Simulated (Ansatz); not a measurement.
# BClGeH5NO: rotation by 180° about the B2–O4 bond, part 2 of 2

Wanted: the energy profile along the rotation by 180° about the B2–O4 bond, from relaxed end points and a band of images. SMILES of the start: NB(Cl)[O][GeH3].

Ansatz 0.2.0; RKS LDA/def2-SVP. The steps go on from the part before.

## (7) Images and barrier

Images 0 and 6 are the ends. Energies count from image 0; the path length is the program's own measure over all atoms.

| image | path (Å) | energy (eV) | dihedral Cl3–B2–O4–Ge5 (°) | band force (eV/Å) |
| --- | --- | --- | --- | --- |
| 0 | 0.000 | 0.0000 | -174 | - |
| 1 | 1.307 | 0.0199 | -162 | 0.027 |
| 2* | 2.613 | 0.0969 | -103 | 0.006 |
| 3 | 3.586 | 0.0250 | -61 | 0.019 |
| 4 | 4.559 | -0.0826 | -23 | 0.019 |
| 5 | 5.534 | -0.1229 | -9 | 0.011 |
| 6 | 6.509 | -0.1551 | 0 | - |

The star marks the climbing image.

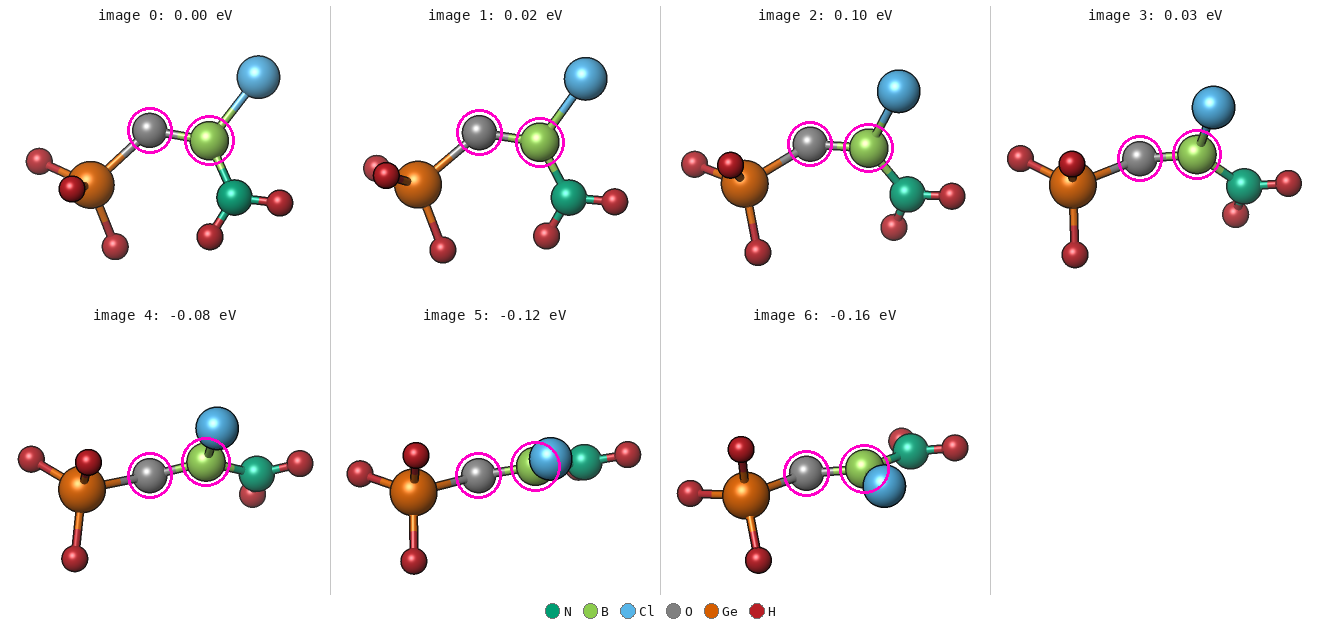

The images of the last band, seen from a chosen angle. Ringed: B2, O4. Sticks join atoms closer than a bonding distance in each image.

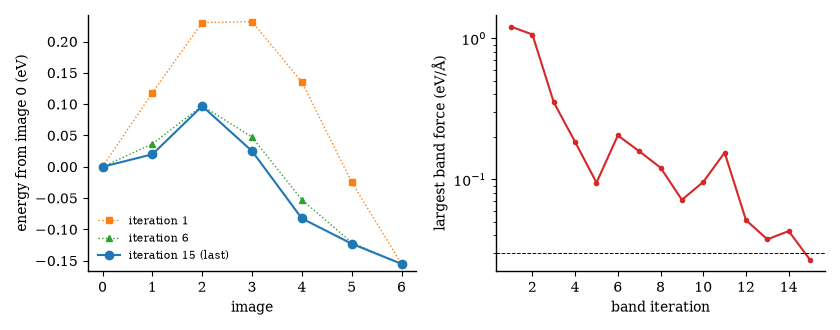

Left: energy of each image for early iterations and the last one (lines only join the points; early values far above the last band run off the scale). Right: the largest band force by iteration, with the threshold dashed.

The top of the band by iteration:

| iteration | highest image above image 0 (eV) | largest band force (eV/Å) |
| --- | --- | --- |
| 1 | 0.2317 | 1.210 |
| 3 | 0.0972 | 0.352 |
| 5 | 0.0975 | 0.095 |
| 7 | 0.0974 | 0.158 |
| 9 | 0.0972 | 0.072 |
| 11 | 0.0971 | 0.155 |
| 13 | 0.0970 | 0.038 |
| 15 | 0.0969 | 0.027 |

Positions of all images (Å):

```xyz
10
image=0 dE=0.0000
N    -0.408    1.208    0.960
B    -0.963   -0.068    0.781
Cl   -2.336   -0.535    1.806
O    -0.526   -0.981   -0.121
Ge    0.915   -0.815   -1.156
H     0.340    1.581    0.370
H    -0.785    1.867    1.643
H     0.669   -1.745   -2.355
H     2.150   -1.232   -0.330
H     1.028    0.669   -1.597
10
image=1 dE=0.0199
N    -0.727    1.333    0.715
B    -0.884   -0.051    0.855
Cl   -1.908   -0.639    2.188
O    -0.319   -0.990    0.060
Ge    1.052   -0.881   -1.066
H    -0.192    1.765   -0.041
H    -1.173    1.989    1.358
H     0.584   -1.506   -2.393
H     2.203   -1.678   -0.423
H     1.446    0.607   -1.249
10
image=2 dE=0.0969
N    -1.024    1.431    0.672
B    -0.841    0.048    0.757
Cl   -1.169   -0.738    2.325
O    -0.448   -0.712   -0.294
Ge    1.147   -0.955   -1.030
H    -0.894    1.939   -0.205
H    -1.351    1.992    1.460
H     0.880   -1.784   -2.298
H     2.042   -1.706   -0.019
H     1.741    0.435   -1.367
10
image=3 dE=0.0250
N    -1.351    1.415    0.640
B    -0.773    0.144    0.660
Cl   -0.614   -0.698    2.227
O    -0.351   -0.444   -0.485
Ge    1.275   -0.981   -0.958
H    -1.426    1.928   -0.241
H    -1.722    1.886    1.465
H     1.050   -1.985   -2.103
H     1.993   -1.604    0.257
H     2.003    0.287   -1.460
10
image=4 dE=-0.0826
N    -1.670    1.265    0.595
B    -0.692    0.269    0.576
Cl   -0.179   -0.443    2.136
O    -0.147   -0.147   -0.589
Ge    1.421   -0.939   -0.897
H    -1.967    1.721   -0.270
H    -2.117    1.596    1.450
H     1.140   -1.988   -1.989
H     1.945   -1.563    0.411
H     2.349    0.178   -1.420
10
image=5 dE=-0.1229
N    -1.852    1.046    0.553
B    -0.648    0.340    0.533
Cl    0.224    0.114    2.082
O    -0.140   -0.161   -0.615
Ge    1.483   -0.876   -0.847
H    -2.375    1.226   -0.306
H    -2.258    1.425    1.409
H     1.319   -1.746   -2.107
H     1.865   -1.708    0.392
H     2.466    0.289   -1.091
10
image=6 dE=-0.1551
N    -1.971    0.820    0.536
B    -0.647    0.386    0.457
Cl    0.427    0.659    1.869
O    -0.155   -0.227   -0.643
Ge    1.538   -0.799   -0.782
H    -2.618    0.686   -0.244
H    -2.356    1.284    1.358
H     1.577   -1.406   -2.197
H     1.799   -1.863    0.303
H     2.488    0.409   -0.654
```

## (8) Frequencies at the highest image

The geometry is the highest inner image of the first converged band.

Input file input.yaml:

```yaml
crystal:
  periodic: [false, false, false]
  atoms:
    - { symbol: "N", position_ang: [-1.023903, 1.43143, 0.672084] }
    - { symbol: B, position_ang: [-0.841248, 0.04815, 0.757346] }
    - { symbol: Cl, position_ang: [-1.168915, -0.738338, 2.325143] }
    - { symbol: O, position_ang: [-0.447531, -0.712235, -0.293527] }
    - { symbol: Ge, position_ang: [1.147228, -0.955461, -1.029602] }
    - { symbol: H, position_ang: [-0.894285, 1.939452, -0.205119] }
    - { symbol: H, position_ang: [-1.350805, 1.991629, 1.460271] }
    - { symbol: H, position_ang: [0.879787, -1.783963, -2.297812] }
    - { symbol: H, position_ang: [2.041714, -1.706302, -0.01875] }
    - { symbol: H, position_ang: [1.740856, 0.434538, -1.367235] }
basis:
  gaussian: { orbitals: def2-SVP }
hamiltonian:
  xc: lda
phonons: {}
```

The run is started by

```bash
ansatz run input.yaml --threads 2 --pin off --max-ram 3072MiB --backend cpu --events-out ev --progress --plain --runs-dir out
```

The log of the run, cut to the lines that bear on the results:

```text
Warning: RAYON_NUM_THREADS=2 ignored (pool sized by the plan → 2); use --threads N
[...]
Functional definition: SPW92
[...]
1305 factors; their error is unknown
[...]
mean field -73163.85347409 eV, -2688.7220229319 hartree, gradient 4.4e-5 eV, S^2 0.000000; 0 other end points of the search recorded, 0 dependent functions left out
[...]
reference -73163.85351095 eV, -2688.7220242865 hartree; 37, 37 occupied and 80, 80 virtual orbitals, 1305 factors
[...]
1305 factors; their error is unknown
mean field -73163.85343907 eV, -2688.7220216449 hartree, gradient 1.2e-6 eV, S^2 0.000000; 0 other end points of the search recorded, 0 dependent functions left out
[...]
reference -73163.85347594 eV, -2688.7220229996 hartree; 37, 37 occupied and 80, 80 virtual orbitals, 1305 factors
[...]
1305 factors; their error is unknown
mean field -73163.85344854 eV, -2688.7220219929 hartree, gradient 1.2e-6 eV, S^2 0.000000; 0 other end points of the search recorded, 0 dependent functions left out
[...]
WARN: phonons: modes at or below zero, which the zero-point energy, F, S and C_V leave out: 1, the lowest at -68.05 cm⁻¹. A minimum has none, and a first-order saddle one
[...]
Atom 1 at    -0.841248     0.048150     0.757346 Å, force    -0.001756    -0.000256     0.005610 eV/Å
Atom 2 at    -1.168915    -0.738338     2.325143 Å, force     0.000555     0.001259    -0.003516 eV/Å
Atom 3 at    -0.447531    -0.712235    -0.293527 Å, force     0.005205     0.000138    -0.001907 eV/Å
Atom 4 at     1.147228    -0.955461    -1.029602 Å, force    -0.002785    -0.001236    -0.000252 eV/Å
Atom 5 at    -0.894285     1.939452    -0.205119 Å, force     0.000548    -0.001309    -0.001000 eV/Å
Atom 6 at    -1.350805     1.991629     1.460271 Å, force     0.000265     0.000152    -0.000673 eV/Å
Atom 7 at     0.879787    -1.783963    -2.297812 Å, force    -0.000233     0.000333    -0.000431 eV/Å
Atom 8 at     2.041714    -1.706302    -0.018750 Å, force     0.000012    -0.000221     0.000333 eV/Å
Atom 9 at     1.740856     0.434538    -1.367235 Å, force     0.000078     0.000316     0.000202 eV/Å
Dipole moment:     0.266866     0.458177    -0.334255 e Å
Vibrations: -68.05 40.07 72.91 283.69 355.64 443.32 525.81 539.74 586.83 610.88 651.82 695.13 820.34 826.45 835.57 924.51 1213.27 1406.10 1535.98 2080.36 2102.98 2137.26 3519.36 3636.18 cm⁻¹, zero-point energy 1.602137 eV
```

Wall time 42 s (2 threads of Intel Xeon Platinum 8488C (Sapphire Rapids), shared host); peak memory 0.17 GiB.

Of 24 modes, 1 is imaginary by more than 30 cm⁻¹ (68i cm⁻¹).

## (9) Another band, settings changed

crystal.atoms is end A as relaxed above, and neb.final_atoms is end B, turned to lie on A. With 5 inner images the band has 7 in all.

Input file input.yaml:

```yaml
crystal:
  periodic: [false, false, false]
  atoms:
    - { symbol: "N", position_ang: [-0.408432, 1.207896, 0.960275] }
    - { symbol: B, position_ang: [-0.962879, -0.06755, 0.780982] }
    - { symbol: Cl, position_ang: [-2.336278, -0.534989, 1.806446] }
    - { symbol: O, position_ang: [-0.525566, -0.981472, -0.120955] }
    - { symbol: Ge, position_ang: [0.914698, -0.814531, -1.155567] }
    - { symbol: H, position_ang: [0.339518, 1.580879, 0.370254] }
    - { symbol: H, position_ang: [-0.78497, 1.86654, 1.643466] }
    - { symbol: H, position_ang: [0.668985, -1.7449, -2.354795] }
    - { symbol: H, position_ang: [2.15024, -1.231679, -0.329882] }
    - { symbol: H, position_ang: [1.027583, 0.668705, -1.597424] }
basis:
  gaussian: { orbitals: def2-SVP }
hamiltonian:
  xc: lda
neb:
  order_check: false
  images: 5
  f_tol: 0.03
  max_iterations: 60
  initial_path: idpp
  spring: 20.0
  final_atoms:
    - { symbol: "N", position_ang: [-1.31152017, 1.48416098, 0.96225141] }
    - { symbol: B, position_ang: [-0.40910418, 0.47533186, 0.62101579] }
    - { symbol: Cl, position_ang: [0.42278819, -0.40949363, 1.94259667] }
    - { symbol: O, position_ang: [-0.14723463, 0.14973969, -0.66367523] }
    - { symbol: Ge, position_ang: [1.00335671, -1.13974305, -1.14176329] }
    - { symbol: H, position_ang: [-1.80799671, 2.01386151, 0.24330767] }
    - { symbol: H, position_ang: [-1.51923285, 1.74098153, 1.92682967] }
    - { symbol: H, position_ang: [0.93499107, -1.10364679, -2.6810356] }
    - { symbol: H, position_ang: [0.50741519, -2.48766093, -0.58126832] }
    - { symbol: H, position_ang: [2.40943639, -0.77463217, -0.62545879] }
```

The run is started by

```bash
ansatz run input.yaml --threads 2 --pin off --max-ram 3072MiB --backend cpu --events-out ev --progress --plain --runs-dir out
```

The log of the run, cut to the lines that bear on the results:

```text
Warning: RAYON_NUM_THREADS=2 ignored (pool sized by the plan → 2); use --threads N
[...]
[... 1 set-up line as earlier in the session ...]
[...]
1305 factors; their error is unknown
[...]
mean field -73163.95042276 eV, -2688.7255857295 hartree, gradient 3.0e-5 eV, S^2 0.000000; 0 other end points of the search recorded, 0 dependent functions left out
[...]
reference -73163.95045881 eV, -2688.7255870545 hartree; 37, 37 occupied and 80, 80 virtual orbitals, 1305 factors
1305 factors; their error is unknown
[...]
mean field -73164.10550952 eV, -2688.7312850629 hartree, gradient 4.9e-5 eV, S^2 0.000000; 0 other end points of the search recorded, 0 dependent functions left out
[...]
reference -73164.10554600 eV, -2688.7312864037 hartree; 37, 37 occupied and 80, 80 virtual orbitals, 1305 factors
NEB end point (image 0): max|allowed force component| = 1.328e-2 eV/Å (the criterion of neb.relax_end_points is 1.000e-2)
[...]
Atom 0 at    -1.023993     1.431441     0.672044 Å, force    -0.001957     0.000791     0.001661 eV/Å
Atom 1 at    -0.841229     0.048181     0.757404 Å, force    -0.001498    -0.000129     0.005579 eV/Å
Atom 2 at    -1.168870    -0.738226     2.325243 Å, force     0.000396     0.001200    -0.003434 eV/Å
Atom 3 at    -0.447420    -0.712244    -0.293403 Å, force     0.005260     0.000081    -0.002039 eV/Å
Atom 4 at     1.147274    -0.955487    -1.029598 Å, force    -0.002798    -0.001280    -0.000017 eV/Å
Atom 5 at    -0.894380     1.939417    -0.205186 Å, force     0.000529    -0.001310    -0.001020 eV/Å
Atom 6 at    -1.350971     1.991663     1.460183 Å, force     0.000277     0.000165    -0.000672 eV/Å
Atom 7 at     0.879708    -1.783804    -2.297903 Å, force    -0.000270     0.000346    -0.000416 eV/Å
Atom 8 at     2.041770    -1.706548    -0.018919 Å, force     0.000013    -0.000208     0.000215 eV/Å
Atom 9 at     1.741009     0.434507    -1.367066 Å, force     0.000048     0.000344     0.000143 eV/Å
Dipole moment:     0.266817     0.458160    -0.334317 e Å
this run last wrote the band of iteration 15 to <dir>
```

Wall time 74 s (2 threads of Intel Xeon Platinum 8488C (Sapphire Rapids), shared host); peak memory 0.19 GiB.

## (10) What the band shows

The 5 inner images lie between the fixed ends 0 and 6. Energy is taken from image 0, and the path length is the program's own coordinate along the band.

| image | path (Å) | energy (eV) | dihedral Cl3–B2–O4–Ge5 (°) | band force (eV/Å) |
| --- | --- | --- | --- | --- |
| 0 | 0.000 | 0.0000 | -174 | - |
| 1 | 1.302 | 0.0202 | -162 | 0.025 |
| 2* | 2.604 | 0.0969 | -103 | 0.006 |
| 3 | 3.577 | 0.0251 | -61 | 0.012 |
| 4 | 4.549 | -0.0824 | -23 | 0.019 |
| 5 | 5.522 | -0.1230 | -9 | 0.011 |
| 6 | 6.496 | -0.1551 | 0 | - |

The star marks the climbing image.

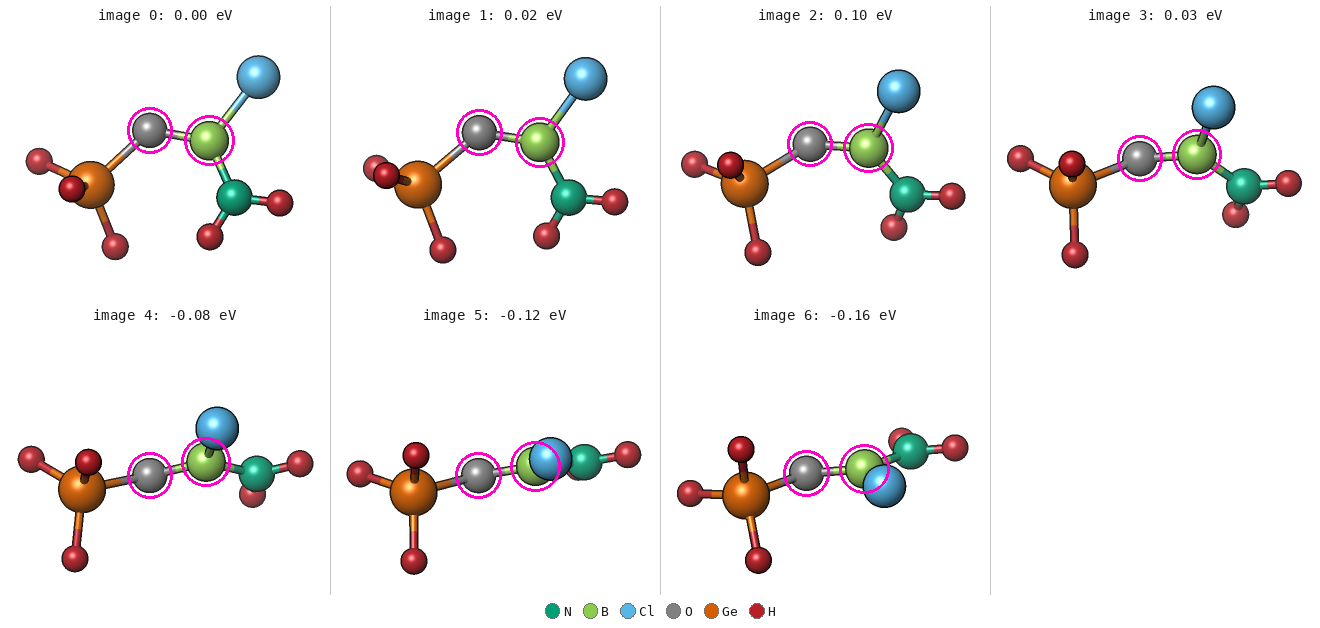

The images of the last band, seen from a chosen angle. Ringed: B2, O4. Sticks join atoms closer than a bonding distance in each image.

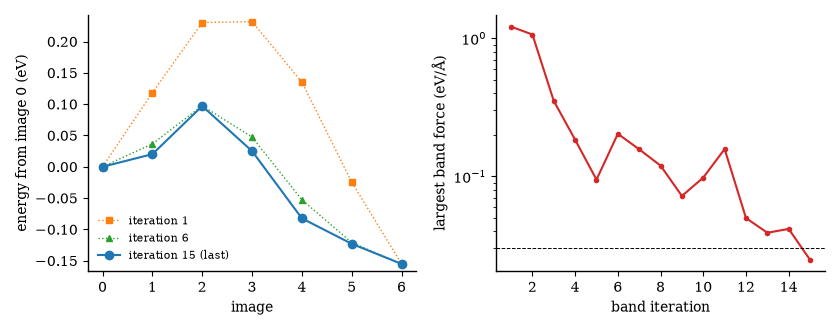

Left: energy of each image for early iterations and the last one (lines only join the points; early values far above the last band run off the scale). Right: the largest band force by iteration, with the threshold dashed.

## (11) Results

The summary covers parts 1 to 2.

```
                                quantity                                                      value
                                   end A                                   18 moves, 1.456 eV lower
                                   end B                                   20 moves, 1.611 eV lower
            first band: barrier forwards                                                   0.097 eV
           first band: barrier backwards                                                   0.252 eV
first band: second end relative to first                                                  -0.155 eV
               first band: highest image                                      2 of 0 to 6, climbing
             first band: band iterations                                                         15
              imaginary modes at the top                                                   68i cm⁻¹
                             second band  top 0.097 eV above image 0, 15 iterations, 5 inner images
             time, first and second band                                              72 s and 74 s
```

In words: In the first band: the barrier from the first end is 0.097 eV, 4 times kT at 300 K. Going back costs 0.25 eV, since the second end is 0.16 eV below the first. The listed dihedral goes from -174° at end A through -103° at the highest image to 0° at end B. One imaginary mode, as a first-order saddle point has. The second band's top agrees with the first's to 1 meV, so the changed settings hardly move the height. Zero-point energy and entropy are left out.
